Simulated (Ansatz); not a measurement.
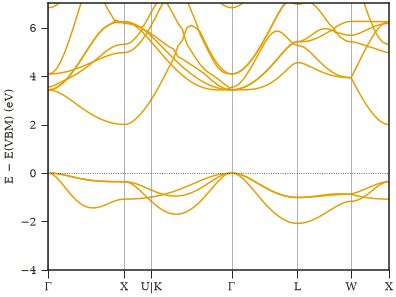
Fig. 1. Band structure from r²SCAN in the plane-wave PAW code Ansatz

Question: Read off the gap and where the band edges lie.

Answer: About 2.0 eV (2.00 eV by a search for the band edges); maximum at Γ, minimum at X.

Question: Which compound is it?
A. BaTe, rock salt
B. MgSe, rock salt
C. PbSe, rock salt

Answer: A, BaTe, rock salt

Space group Fm-3m (rock salt). Symmetry was held in the r²SCAN relaxation. Scalar-relativistic: spin–orbit coupling is off unless named, which matters more the heavier the elements.

Potentials: the later of the program's two PAW sets.
